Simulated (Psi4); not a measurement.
# BBrCl2 (bromodichloroborane) at wB97X-V/cc-pVDZ

What is the vertical singlet–triplet gap of BBrCl2 (bromodichloroborane) at wB97X-V/cc-pVDZ? 

The calculation is run with Psi4 1.11.

## 1. Starting point

BBrCl2: 4 atoms, total charge 0, spin state singlet. As SMILES, `ClB(Cl)Br`. Geometry: relaxed at PBE0-D4/def2-TZVP.

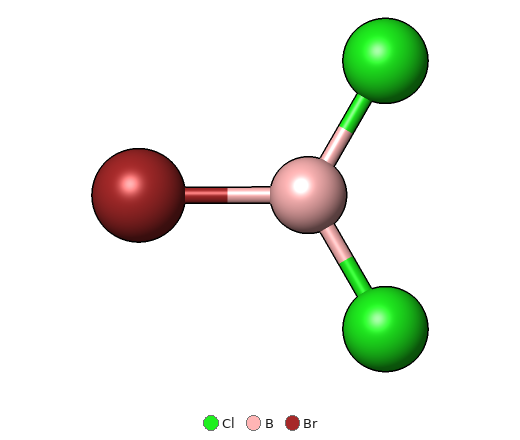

Viewed from a chosen angle; chlorine green, boron pink, bromine red.

## 2. A single-point energy at wB97X-V/cc-pVDZ

calc.dat reads:

```
memory 1.6 GB

molecule molecule1 {
  0 1
  Cl     0.582100     0.666000     1.510800
  B      0.037200    -0.038100     0.022100
  Cl     0.444300    -1.679200    -0.365600
  Br    -1.008100     0.991100    -1.187600
  symmetry c1
  no_reorient
  no_com
}

set basis cc-pVDZ
set puream true
set e_convergence 1e-09
set d_convergence 1e-08
set scf_type pk
set dft_radial_points 99
set dft_spherical_points 590

energy('wb97x-v')
print_variables()
```

On the command line:

```
$ psi4 -i calc.dat -o calc.out -n 1
```

calc.out:

```text
Psi4 1.11 release

   => Loading Basis Set <=

    Name: CC-PVDZ
    Role: ORBITAL
    Keyword: BASIS

         ---------------------------------------------------------
                                   SCF
                              RKS Reference
                        1 Threads,   1525 MiB Core
         ---------------------------------------------------------

  ==> Geometry <==

    Molecular point group: c1
    Full point group: C1

    Geometry (in Angstrom), charge = 0, multiplicity = 1:

       Center              X                  Y                   Z               Mass
    ------------   -----------------  -----------------  -----------------  -----------------
         CL           0.582100000000     0.666000000000     1.510800000000    34.968852682000
         B            0.037200000000    -0.038100000000     0.022100000000    11.009305360000
         CL           0.444300000000    -1.679200000000    -0.365600000000    34.968852682000
         BR          -1.008100000000     0.991100000000    -1.187600000000    78.918337600000

  Running in c1 symmetry.

  Rotational constants: A =      0.10663  B =      0.05134  C =      0.03466 [cm^-1]
  Rotational constants: A =   3196.72396  B =   1539.19905  C =   1039.00188 [MHz]
  Nuclear repulsion =  351.409229119585689

[... 132 lines left out ...]
   @RKS iter SAD: -3517.67613765017359   -3.51768e+03   0.00000e+00
[... 2 lines left out ...]
   @RKS iter   3: -3519.12602493552731   -4.51726e-02   8.14935e-04 ADIIS/DIIS
[... 2 lines left out ...]
   @RKS iter   6: -3519.12842500511124   -8.87204e-06   8.33098e-06 DIIS
[... 2 lines left out ...]
   @RKS iter   9: -3519.12842589908541   -2.43381e-09   9.30219e-08 DIIS
[... 2 lines left out ...]
  Energy and wave function converged.
[... 37 lines left out ...]
    Nuclear Repulsion Energy =            351.4092291195856887
[... 2 lines left out ...]
    DFT Exchange-Correlation Energy =    -117.0597139049565669
[... 2 lines left out ...]
    Total Energy =                      -3519.1284258992131981
[... 16 lines left out ...]
 Dipole Z            :         41.5541930          -41.5495973            0.0045957
[... 2 lines left out ...]
 ------------------------------------------------------------------------------------

	total time  =         84 seconds =       1.40 minutes

  Variable Map:
  ----------------------------------------------------------------------------
  "CURRENT ENERGY"              =>   -3519.128425899214
  "CURRENT REFERENCE ENERGY"    =>   -3519.128425899214
  "DD SOLVATION ENERGY"         =>       0.000000000000
  "DFT FUNCTIONAL TOTAL ENERGY" =>   -3519.128425899213
  "DFT TOTAL ENERGY"            =>   -3519.128425899213
  "DFT VV10 ENERGY"             =>       0.305713549641
  "DFT XC ENERGY"               =>    -117.059713904957
  "GRID ELECTRONS ALPHA"        =>      37.000000122650
  "GRID ELECTRONS BETA"         =>      37.000000122650
  "GRID ELECTRONS TOTAL"        =>      74.000000245300
  "NUCLEAR REPULSION ENERGY"    =>     351.409229119586
  "ONE-ELECTRON ENERGY"         =>   -5585.924129824235
  "PCM POLARIZATION ENERGY"     =>       0.000000000000
  "PE ENERGY"                   =>       0.000000000000
  "SCF ITERATION ENERGY"        =>   -3519.128425899214
  "SCF ITERATIONS"              =>      11.000000000000
  "SCF TOTAL ENERGY"            =>   -3519.128425899214
  "TWO-ELECTRON ENERGY"         =>    1832.140475160751
  "XC GRID RADIAL POINTS"       =>      99.000000000000
  "XC GRID SPHERICAL POINTS"    =>     590.000000000000
  "XC GRID TOTAL POINTS"        =>  214656.000000000000

  Array Variable Map:
  ----------------------------------------------------------------------------
  "CURRENT DIPOLE"              =>       0.003780024579 ... 0.004595737848 1 by 3
  "SCF DIPOLE"                  =>       0.003780024579 ... 0.004595737848 1 by 3
  "SCF TOTAL ENERGIES"          =>   -3517.676137650174 ... -3519.128425899214 1 by 12

    Psi4 run time: 0:01:24.00
```

Wall time 86 s (1 thread of AMD EPYC 7R43 (Zen 3), shared host); peak memory 0.96 GiB.

## 3. The triplet at the same level

job.json reads:

```json
{
  "schema_name": "qcschema_input",
  "schema_version": 1,
  "molecule": {
    "schema_name": "qcschema_molecule",
    "schema_version": 2,
    "symbols": ["Cl", "B", "Cl", "Br"],
    "geometry": [1.10000958, 1.2585576, 2.85499823, 0.07029781, -0.07199857, 0.04176295, 0.83960532, -3.17322811, -0.69088387, -1.90503291, 1.87290756, -2.24423875],
    "molecular_charge": 0,
    "molecular_multiplicity": 3,
    "fix_symmetry": "c1",
    "fix_com": true,
    "fix_orientation": true
  },
  "driver": "energy",
  "model": {
    "method": "wb97x-v",
    "basis": "cc-pVDZ"
  },
  "keywords": {
    "reference": "uks",
    "puream": true,
    "e_convergence": 1e-09,
    "d_convergence": 1e-08,
    "scf_type": "pk",
    "dft_radial_points": 99,
    "dft_spherical_points": 590,
    "maxiter": 200
  }
}
```

On the command line:

```
$ psi4 --qcschema job.json -n 1 --memory 1600MB
```

stdout, cut to the lines that bear on the results:

```text
[...]
  Running in c1 symmetry.
[...]
  Nuclear repulsion =  351.409228964059366
[...]
   @UKS iter   3: -3518.91137910028147   -4.88966e-02   7.67154e-04 ADIIS/DIIS
[...]
   @UKS iter  15: -3518.91717672423647   -1.11868e-10   3.06647e-08 DIIS
[...]
   @S^2 Observed:                2.008396999E+00
[...]
  @UKS Final Energy: -3518.91717672424693
   => Energetics <=
    Nuclear Repulsion Energy =            351.4092289640593663
    One-Electron Energy =               -5584.3744150945722140
    Two-Electron Energy =                1830.7850885126590583
    DFT Exchange-Correlation Energy =    -117.0425246057075697
    Empirical Dispersion Energy =           0.0000000000000000
    VV10 Nonlocal Energy =                  0.3054454993142451
    Total Energy =                      -3518.9171767242469286
[...]
 Multipole Moments:
 ------------------------------------------------------------------------------------
     Multipole            Electronic (a.u.)      Nuclear  (a.u.)        Total (a.u.)
 ------------------------------------------------------------------------------------
 L = 1.  Multiply by 2.5417464519 to convert [e a0] to [Debye]
 Dipole X            :         32.8086207          -33.3512095           -0.5425888
 Dipole Y            :        -32.1080388           32.6423731            0.5343342
 Dipole Z            :         40.9214381          -41.5495974           -0.6281593
 Magnitude           :                                                    0.9871676
[...]
```

The result, in JSON:

```text
{
 "driver": "energy",
 "model": {
  "method": "wb97x-v",
  "basis": "cc-pVDZ"
 },
 "success": true,
 "return_result": -3518.917176724247,
 "properties": {
  "calcinfo_nbasis": 77,
  "calcinfo_nmo": 77,
  "calcinfo_nalpha": 38,
  "calcinfo_nbeta": 36,
  "calcinfo_natom": 4,
  "nuclear_repulsion_energy": 351.40922896405937,
  "return_energy": -3518.917176724247,
  "scf_one_electron_energy": -5584.374415094572,
  "scf_two_electron_energy": 1830.785088512659,
  "scf_vv10_energy": 0.3054454993142451,
  "scf_xc_energy": -117.04252460570757,
  "scf_dipole_moment": [-0.5425887950175508, 0.5343342457977371, -0.6281592845790414],
  "scf_total_energy": -3518.917176724247,
  "scf_iterations": 17
 }
}
```

Wall time 1.8 min (1 thread of AMD EPYC 7R43 (Zen 3), shared host); peak memory 0.95 GiB.

## 4. Summary of results

At wB97X-V/cc-pVDZ:

```
                                        quantity           value
                           singlet: total energy  -3519.12843 Eh
                          singlet: dipole moment          0.02 D
                            singlet: HOMO energy       -10.95 eV
                            singlet: LUMO energy         0.57 eV
                          singlet: HOMO–LUMO gap        11.52 eV
                           triplet: total energy  -3518.91718 Eh
                          triplet: dipole moment          2.51 D
     triplet: HOMO energy (highest over α and β)        -5.53 eV
                                   triplet: ⟨S²⟩           2.008
vertical energy of the triplet above the singlet        5.748 eV
```

**Reading.** At this shape the triplet lies 5.75 eV (133 kcal/mol) above the singlet.
